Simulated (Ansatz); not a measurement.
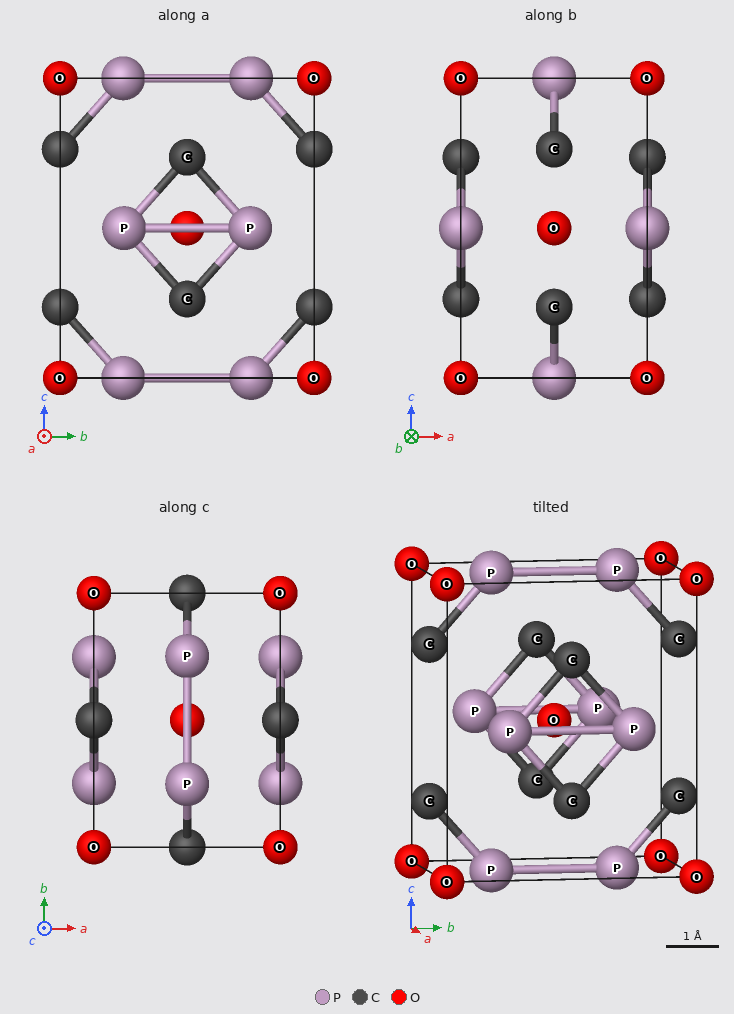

The crystal in a ball-and-stick representation, seen along the a axis, along the b axis, along the c axis and slightly off an axis. The conventional unit cell is drawn as a box.

Lattice parameters: a = 3.596 Å, b = 4.899 Å, c = 5.778 Å, α = 90.00°, β = 90.00°, γ = 90.00°.

> Express the structure as a table of Wyckoff sites, with free fractional coordinates to two decimals.

Space group Immm (No. 71).
```json
{"atom": "P", "site": "4h", "x": "0.50", "y": "0.75", "z": "0.00"}
{"atom": "C", "site": "4j", "x": "0.00", "y": "0.50", "z": "0.74"}
{"atom": "O", "site": "2a", "x": "0.00", "y": "0.00", "z": "0.00"}
```

The cell started as a structure type filled with these elements by a generator (whether the compound takes this form wasn't checked). It is drawn as it came out of a relaxation with Ansatz, DFT PBE+D3(BJ), scalar-relativistic, plane waves, PAW.
